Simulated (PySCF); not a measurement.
C₂H₃Cl, SMILES `C=CCl`.

Method: LDA (SVWN)/def2-SVP; geometry: GFN2-xTB; program: PySCF. No frequency check shows the geometry to be a minimum. GFN2-xTB bond lengths at metals and heavier atoms can be off by up to 0.1 Å and shapes distorted, which carries into these values.

Cartesian coordinates (Å):

```
C1       1.6200   -0.2808    0.0000
C2       0.5613    0.5034    0.0000
Cl3     -1.0499   -0.1002    0.0000
H4       1.5392   -1.3536    0.0000
H5       2.6100    0.1396    0.0000
H6       0.6105    1.5814    0.0000
```

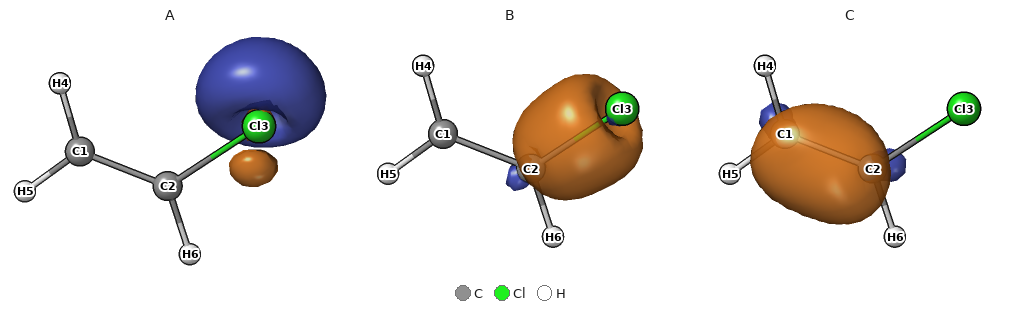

Localised orbitals, occupied; each surface holds about 70 % of the orbital's density. Energies are diagonal elements of the Fock matrix.

> What does each orbital represent in a Lewis picture?

By panel:
- A: lone pair on Cl3 (sp2.7-type) (Cl3 97 %; −10.8 eV)
- B: σ bond Cl3–C2 (Cl3 57 %, C2 42 %; −15.8 eV)
- C: bent (banana) bond C2–C1 (C2 50 %, C1 50 %; −11.6 eV)

> Which localisation scheme gives orbitals like these: Pipek–Mezey, IBO or Foster–Boys?

Foster–Boys: it mixes σ and π into equivalent bent bonds, while the other two keep them apart.

> Which has the smallest and which the largest spatial spread?

Smallest: B (0.89 Å); largest: A (0.97 Å).

The PySCF run took 3.3 s on 1 thread of Arm Neoverse V1, with other jobs on the host, peak memory 0.19 GiB.
